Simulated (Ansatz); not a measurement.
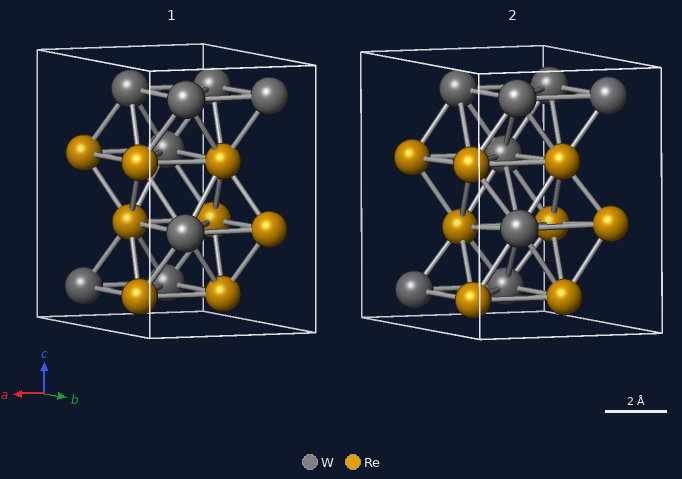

Two geometries of crystalline ReW (a generated structure, set up in P1) (coarse preliminary run), drawn at one scale. One is the start of a relaxation, the other its converged end. Style: ball-and-stick. Shown: the cell of the calculation, from a free direction.

Method: Ansatz 0.2.0, DFT r2SCAN, scalar-relativistic, plane waves, PAW. Set-up: plane-wave cutoff 500 eV; k-point mesh 3 × 3 × 2; occupations gaussian; smearing width 0.1 eV; mesh shifted by (0, 0, 0.5); no spin polarisation; cell and atoms relaxed; force threshold 0.04 eV/Å; at most 50 steps.

Q: Which of the two is the end point?

A: Structure 2 is the relaxed one. Case: elements placed on the hcp lattice at random. A W atom moves most relative to the cell: 0.45 Å along [−1 −2 0]. By element the largest moves are W 0.45 Å, Re 0.43 Å. The volume changes by −1.1 %, with a 5.642 → 6.196 Å (+9.8 %), b 5.642 → 5.420 Å (−3.9 %), c 9.027 → 8.941 Å (−0.9 %), α 90.0° → 92.0°, γ 120.0° → 124.9°. Some distances before and after: Re–Re 3.975 → 3.079 Å, W–W 4.004 → 3.139 Å, Re–W 3.979 → 3.121 Å, W–W 3.951 → 3.124 Å. New bonds form, among them: W–W (3.93 → 3.22 Å), W–W (3.95 → 3.12 Å), W–W (4.00 → 3.14 Å). The space group (tolerance 0.01 Å) goes from P1 (No. 1) to Cm (No. 8). The energy falls by 4.754 eV per cell of the calculation in 20 accepted moves (24 points after the start). The largest force component goes from 1.9 to 0.016 eV/Å. Pressure: −2.15 GPa at the start and −0.01 GPa at the end. The line search rejected the trial steps at points 14, 18, 19 of the run. The SCF was repeated once at an unchanged geometry on a basis and grid sized afresh for the cell, which shifted the energy by 3.2 meV per cell of the calculation at most.

Limits of the set-up: the k-point mesh is coarse for a cell with partly filled bands.
